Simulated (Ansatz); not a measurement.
# Beryllium, dhcp under BLYP: from relaxation to bulk modulus, part 2 of 2

Aim: take beryllium in the dhcp structure, relax it, solve it on a dense k-mesh, then scale the cell to 7 volumes from 88 to 112 % of the relaxed one and try a fit of the equation of state. Spin polarisation is left out. The k-meshes are 16×16×5 for the relaxation; 21×21×6 for the dense run; 18×18×5 for the volumes.

Ansatz 0.2.0; DFT, BLYP, plane waves (420 eV) with PAW, scalar-relativistic.

**5. Equation of state: 92 %**

input.yaml reads:

```yaml
crystal:
  lattice:
    - [2.1975047683, 0.0, 0.0]
    - [-1.0987523842, 1.9030949542, 0.0]
    - [0.0, 0.0, 6.9692257903]
  atoms:
    - { symbol: Be, position: [1.0, 0.0, 0.0] }
    - { symbol: Be, position: [1.0, 0.0, 0.5] }
    - { symbol: Be, position: [0.3333333333, 0.6666666667, 0.25] }
    - { symbol: Be, position: [0.6666666667, 0.3333333333, 0.75] }
hamiltonian:
  xc: blyp
  pseudopotentials:
    kind: paw
    azcp:
      Be: "pseudopotentials/Be.paw.azcp"
basis:
  ecutwfc: 420
  fft_grid_basis: typed
kpoints:
  mp_grid: { grid: [18, 18, 5], shift: [0, 0, 0] }
magnetization:
  spin_polarized: false
scf:
  occupations: { method: fermi_dirac, width: 0.1 }
  lower_state_search: "off"
output:
  stress: true
  write_density: true
  write_potential: true
  elf: true
  volumetric_format: npy
```

The log of the run (excerpt; [...] marks lines left out):

```text
Warning: RAYON_NUM_THREADS=2 ignored (pool sized by the plan → 2); use --threads N
[...]
Pseudopotentials: kind: paw
Pseudopotential: Be, paw, valence charge 2, recommended cutoff 420 eV (normal), <dir>
Functional definition: BLYP
[...]
Crystal: 4 atoms, lattice volume = 29.146 Å³
Basis set: ecut = 420 eV, 587 PW (Γ), exchange–correlation on 30×30×96 points (8 copies of the dense FFT grid, shifted against one another)
Bands: 8, of which v1, the nominal top of the filled ones, is band 4 counted from 1 (3 counted from 0)
Symmetry: 24 space group operations
Space group: P63/mmc (ITA 194), of the structure as read, at distance tolerance 3.1e-5 Å
k-points: 111 of 1620
[...]
SCF iter   1: F=—  HF=-371.288187 eV  |F-HF|=—  |Δ(HF+E_count)|=         —  Δρ=3.78e-3  dr2=3.39e-3  ethr=1.77e-3  ⟨swp⟩=5.4  Hψ=6644  notcnv=0
[...]
SCF iter   6: F=-371.287978 eV  HF=-371.287978 eV  |F-HF|=7.58e-10  |Δ(HF+E_count)|=   1.41e-8  Δρ=1.38e-6  dr2=1.97e-10  ethr=5.35e-11  ⟨swp⟩=3.9  Hψ=3919  notcnv=0
[...]
SCF converged after 6 iterations
Free energy (F): -371.287978 eV
[...]
E sigma→0 (E₀):  -371.283115 eV
Entropy (-TS):   -0.009726 eV (-2.432 meV/atom)
Fermi energy:    9.522361 eV
[...]
--- Stress (GPa, compression-positive) ---
       10.635370       0.000000       0.000000
       -0.000000      10.635370       0.000000
        0.000000       0.000000      13.224560
  P = ⅓ Tr σ = 11.4984 GPa (114.984 kbar)
--- Band table (eV; the first three rows and the last of 111) ---
  k-point 0: bands = ["-2.3714", "-0.1969", "-0.1675", "4.5503", "10.6686", "20.4751", "20.4823", "26.3795"]
[...]
```

It took 1.5 s on 2 threads of an x86-64 CPU, shared host; peak memory 0.36 GiB.

**6. Equation of state: 96 %**

input.yaml, as its differences from that of step 5:

```diff
@@ -2,5 +2,5 @@
   lattice:
-    - [2.1975047683, 0.0, 0.0]
-    - [-1.0987523842, 1.9030949542, 0.0]
-    - [0.0, 0.0, 6.9692257903]
+    - [2.2289019354, 0.0, 0.0]
+    - [-1.1144509677, 1.9302856986, 0.0]
+    - [0.0, 0.0, 7.0687996117]
   atoms:
@@ -28,5 +28 @@
   stress: true
-  write_density: true
-  write_potential: true
-  elf: true
-  volumetric_format: npy
```

The log of the run (excerpt; [...] marks lines left out):

```text
Warning: RAYON_NUM_THREADS=2 ignored (pool sized by the plan → 2); use --threads N
[...]
[... 3 set-up lines as earlier in the session ...]
[...]
Crystal: 4 atoms, lattice volume = 30.413 Å³
Basis set: ecut = 420 eV, 599 PW (Γ), exchange–correlation on 30×30×96 points (8 copies of the dense FFT grid, shifted against one another)
Bands: 8, of which v1, the nominal top of the filled ones, is band 4 counted from 1 (3 counted from 0)
[... 2 set-up lines as earlier in the session ...]
k-points: 111 of 1620
[...]
SCF iter   1: F=—  HF=-371.353664 eV  |F-HF|=—  |Δ(HF+E_count)|=         —  Δρ=3.78e-3  dr2=3.64e-3  ethr=1.77e-3  ⟨swp⟩=5.4  Hψ=6618  notcnv=0
[...]
SCF iter   6: F=-371.353429 eV  HF=-371.353429 eV  |F-HF|=9.34e-10  |Δ(HF+E_count)|=   1.68e-8  Δρ=1.48e-6  dr2=2.44e-10  ethr=6.21e-11  ⟨swp⟩=1.2  Hψ=2695  notcnv=0
[...]
SCF converged after 6 iterations
Free energy (F): -371.353429 eV
[...]
E sigma→0 (E₀):  -371.348427 eV
Entropy (-TS):   -0.010004 eV (-2.501 meV/atom)
Fermi energy:    9.110618 eV
[...]
--- Stress (GPa, compression-positive) ---
        4.674803      -0.000000       0.000000
       -0.000000       4.674803       0.000000
        0.000000       0.000000       6.364719
  P = ⅓ Tr σ = 5.2381 GPa (52.381 kbar)
```

Wall time 1.1 s (2 threads of an x86-64 CPU, shared host); peak memory 0.37 GiB.

**7. Equation of state: 100 %**

input.yaml, as its differences from that of step 6:

```diff
@@ -2,5 +2,5 @@
   lattice:
-    - [2.2289019354, 0.0, 0.0]
-    - [-1.1144509677, 1.9302856986, 0.0]
-    - [0.0, 0.0, 7.0687996117]
+    - [2.2594386333, 0.0, 0.0]
+    - [-1.1297193167, 1.9567312547, 0.0]
+    - [0.0, 0.0, 7.1656445175]
   atoms:
```

The log of the run (excerpt; [...] marks lines left out):

```text
Warning: RAYON_NUM_THREADS=2 ignored (pool sized by the plan → 2); use --threads N
[...]
[... 3 set-up lines as earlier in the session ...]
[...]
Crystal: 4 atoms, lattice volume = 31.680 Å³
Basis set: ecut = 420 eV, 635 PW (Γ), exchange–correlation on 32×32×96 points (8 copies of the dense FFT grid, shifted against one another)
Bands: 8, of which v1, the nominal top of the filled ones, is band 4 counted from 1 (3 counted from 0)
[... 2 set-up lines as earlier in the session ...]
k-points: 111 of 1620
[...]
SCF iter   1: F=—  HF=-371.373806 eV  |F-HF|=—  |Δ(HF+E_count)|=         —  Δρ=3.84e-3  dr2=4.00e-3  ethr=1.77e-3  ⟨swp⟩=5.3  Hψ=6616  notcnv=0
[...]
SCF iter   6: F=-371.373520 eV  HF=-371.373520 eV  |F-HF|=1.27e-9  |Δ(HF+E_count)|=   2.21e-8  Δρ=1.68e-6  dr2=3.45e-10  ethr=7.86e-11  ⟨swp⟩=1.2  Hψ=2704  notcnv=0
[...]
SCF converged after 6 iterations
Free energy (F): -371.373520 eV
[...]
E sigma→0 (E₀):  -371.368376 eV
Entropy (-TS):   -0.010289 eV (-2.572 meV/atom)
Fermi energy:    8.727547 eV
[...]
--- Stress (GPa, compression-positive) ---
       -0.308837       0.000000       0.000000
        0.000000      -0.308837       0.000000
        0.000000       0.000000       0.601536
  P = ⅓ Tr σ = -0.0054 GPa (-0.054 kbar)
```

It took 1.1 s on 2 threads of an x86-64 CPU, shared host; peak memory 0.36 GiB.

**8. Equation of state: 104 %**

input.yaml, as its differences from that of step 7:

```diff
@@ -2,5 +2,5 @@
   lattice:
-    - [2.2594386333, 0.0, 0.0]
-    - [-1.1297193167, 1.9567312547, 0.0]
-    - [0.0, 0.0, 7.1656445175]
+    - [2.2891714987, 0.0, 0.0]
+    - [-1.1445857494, 1.9824806714, 0.0]
+    - [0.0, 0.0, 7.2599401273]
   atoms:
```

The log of the run (excerpt; [...] marks lines left out):

```text
Warning: RAYON_NUM_THREADS=2 ignored (pool sized by the plan → 2); use --threads N
[...]
[... 3 set-up lines as earlier in the session ...]
[...]
Crystal: 4 atoms, lattice volume = 32.947 Å³
Basis set: ecut = 420 eV, 649 PW (Γ), exchange–correlation on 32×32×100 points (8 copies of the dense FFT grid, shifted against one another)
Bands: 8, of which v1, the nominal top of the filled ones, is band 4 counted from 1 (3 counted from 0)
[... 2 set-up lines as earlier in the session ...]
k-points: 111 of 1620
[...]
SCF iter   1: F=—  HF=-371.355828 eV  |F-HF|=—  |Δ(HF+E_count)|=         —  Δρ=3.95e-3  dr2=4.46e-3  ethr=1.77e-3  ⟨swp⟩=5.4  Hψ=6632  notcnv=0
[...]
SCF iter   6: F=-371.355567 eV  HF=-371.355567 eV  |F-HF|=1.54e-9  |Δ(HF+E_count)|=   2.59e-8  Δρ=1.81e-6  dr2=4.54e-10  ethr=9.44e-11  ⟨swp⟩=1.2  Hψ=2709  notcnv=0
[...]
SCF converged after 6 iterations
Free energy (F): -371.355567 eV
[...]
E sigma→0 (E₀):  -371.350274 eV
Entropy (-TS):   -0.010586 eV (-2.647 meV/atom)
Fermi energy:    8.370057 eV
[...]
--- Stress (GPa, compression-positive) ---
       -4.484356       0.000000       0.000000
        0.000000      -4.484356       0.000000
        0.000000       0.000000      -4.252344
  P = ⅓ Tr σ = -4.4070 GPa (-44.070 kbar)
```

Wall time 1.2 s (2 threads of an x86-64 CPU, shared host); peak memory 0.36 GiB.

**9. Equation of state: 108 %**

input.yaml, as its differences from that of step 8:

```diff
@@ -2,5 +2,5 @@
   lattice:
-    - [2.2891714987, 0.0, 0.0]
-    - [-1.1445857494, 1.9824806714, 0.0]
-    - [0.0, 0.0, 7.2599401273]
+    - [2.3181514295, 0.0, 0.0]
+    - [-1.1590757148, 2.0075780278, 0.0]
+    - [0.0, 0.0, 7.3518478604]
   atoms:
```

The log of the run (excerpt; [...] marks lines left out):

```text
Warning: RAYON_NUM_THREADS=2 ignored (pool sized by the plan → 2); use --threads N
[...]
[... 3 set-up lines as earlier in the session ...]
[...]
Crystal: 4 atoms, lattice volume = 34.215 Å³
Basis set: ecut = 420 eV, 649 PW (Γ), exchange–correlation on 32×32×100 points (8 copies of the dense FFT grid, shifted against one another)
Bands: 8, of which v1, the nominal top of the filled ones, is band 4 counted from 1 (3 counted from 0)
[... 2 set-up lines as earlier in the session ...]
k-points: 111 of 1620
[...]
SCF iter   1: F=—  HF=-371.305778 eV  |F-HF|=—  |Δ(HF+E_count)|=         —  Δρ=4.08e-3  dr2=4.99e-3  ethr=1.77e-3  ⟨swp⟩=5.3  Hψ=6654  notcnv=0
[...]
SCF iter   6: F=-371.305660 eV  HF=-371.305660 eV  |F-HF|=1.64e-9  |Δ(HF+E_count)|=   3.02e-8  Δρ=1.81e-6  dr2=4.99e-10  ethr=1.41e-10  ⟨swp⟩=1.7  Hψ=2783  notcnv=0
[...]
SCF converged after 6 iterations
Free energy (F): -371.305660 eV
[...]
E sigma→0 (E₀):  -371.300208 eV
Entropy (-TS):   -0.010904 eV (-2.726 meV/atom)
Fermi energy:    8.035554 eV
[...]
--- Stress (GPa, compression-positive) ---
       -7.986694       0.000000       0.000000
        0.000000      -7.986694       0.000000
        0.000000       0.000000      -8.345934
  P = ⅓ Tr σ = -8.1064 GPa (-81.064 kbar)
```

Wall time 1.2 s (2 threads of an x86-64 CPU, shared host); peak memory 0.36 GiB.

**10. Equation of state: 112 %**

input.yaml, as its differences from that of step 9:

```diff
@@ -2,5 +2,5 @@
   lattice:
-    - [2.3181514295, 0.0, 0.0]
-    - [-1.1590757148, 2.0075780278, 0.0]
-    - [0.0, 0.0, 7.3518478604]
+    - [2.3464243554, 0.0, 0.0]
+    - [-1.1732121777, 2.0320630998, 0.0]
+    - [0.0, 0.0, 7.4415133786]
   atoms:
```

The log of the run (excerpt; [...] marks lines left out):

```text
Warning: RAYON_NUM_THREADS=2 ignored (pool sized by the plan → 2); use --threads N
[...]
[... 3 set-up lines as earlier in the session ...]
[...]
Crystal: 4 atoms, lattice volume = 35.482 Å³
Basis set: ecut = 420 eV, 661 PW (Γ), exchange–correlation on 32×32×100 points (8 copies of the dense FFT grid, shifted against one another)
Bands: 8, of which v1, the nominal top of the filled ones, is band 4 counted from 1 (3 counted from 0)
[... 1 set-up line as earlier in the session ...]
Space group: P63/mmc (ITA 194), of the structure as read, at distance tolerance 3.3e-5 Å
k-points: 111 of 1620
[...]
SCF iter   1: F=—  HF=-371.228842 eV  |F-HF|=—  |Δ(HF+E_count)|=         —  Δρ=4.20e-3  dr2=5.55e-3  ethr=1.77e-3  ⟨swp⟩=5.3  Hψ=6674  notcnv=0
[...]
SCF iter   6: F=-371.228881 eV  HF=-371.228881 eV  |F-HF|=1.64e-9  |Δ(HF+E_count)|=   2.91e-8  Δρ=1.77e-6  dr2=5.69e-10  ethr=3.92e-10  ⟨swp⟩=1.9  Hψ=2965  notcnv=0
[...]
SCF converged after 6 iterations
Free energy (F): -371.228881 eV
[...]
E sigma→0 (E₀):  -371.223249 eV
Entropy (-TS):   -0.011263 eV (-2.816 meV/atom)
Fermi energy:    7.721653 eV
[...]
--- Stress (GPa, compression-positive) ---
      -10.926424      -0.000000       0.000000
        0.000000     -10.926424       0.000000
        0.000000       0.000000     -11.799230
  P = ⅓ Tr σ = -11.2174 GPa (-112.174 kbar)
```

Wall time 1.2 s (2 threads of an x86-64 CPU, shared host); peak memory 0.37 GiB.

**11. Energy and pressure against volume**

The cell was scaled evenly, with its shape and the fractional positions fixed.

```csv
V (Å³/atom),E − E₀ (meV/atom),P from the stress (GPa),P from the fit (GPa)
6.970,51.2,19.00,18.97
7.286,21.3,11.50,11.48
7.603,5.0,5.24,5.22
7.920,0.0,-0.01,-0.02
8.237,4.5,-4.41,-4.43
8.554,17.0,-8.11,-8.13
8.870,36.3,-11.22,-11.24
```

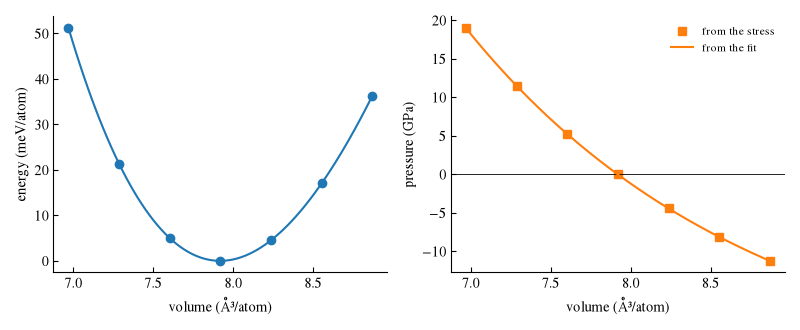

Energy and pressure against volume; the lines are the Birch-Murnaghan fit.

A third-order Birch-Murnaghan fit gives V₀ = 7.918 Å³/atom, B₀ = 120 GPa and B₀′ = 3.4; it misses no point by more than 0.01 meV/atom.

**12. Summary of results**

What follows sums up all 2 parts.

| quantity | value |
| --- | --- |
| space group (spins left aside) | P6_3/mmc (No. 194) |
| conventional cell | a = 2.259 Å, c = 7.166 Å (c/a = 3.171) |
| volume | 7.920 Å³/atom |
| shortest distance | 2.216 Å |
| gap on the mesh | none (levels filled in part) |
| relative to hcp | +36 meV/atom |
| V₀, B₀, B₀′ | 7.918 Å³/atom, 120 GPa, 3.4 |

**Reading.** From the guessed start the volume shrank by 2.4 % in 5 steps. Against the reference form of beryllium (hcp, computed apart with the same settings) it stands 36 meV/atom higher. No gap shows: it is a metal or semimetal at this level. The fitted modulus is 120 GPa; letting shape and positions relax at each volume could only lower it. Relaxation kept the symmetry; phonons were not checked.
